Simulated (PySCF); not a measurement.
H4Ge, SMILES [GeH4] at its B3LYP/def2-SVP optimised geometry (Å):

```
5

Ge    -0.5135    -0.3631     0.0000
H      1.0269    -0.3631     0.0000
H     -1.0269    -1.0892     1.2577
H     -1.0269    -1.0892    -1.2577
H     -1.0269     1.0892     0.0000
```

Computed with B3LYP/def2-TZVP run with PySCF.

Map of the log10 of the electron density (e/bohr³), floored at −4 on the plane z = 0.8 Å:

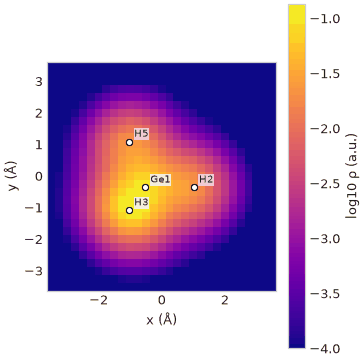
Log10 of the electron density (e/bohr³), floored at −4 on the plane z = 0.8 Å.
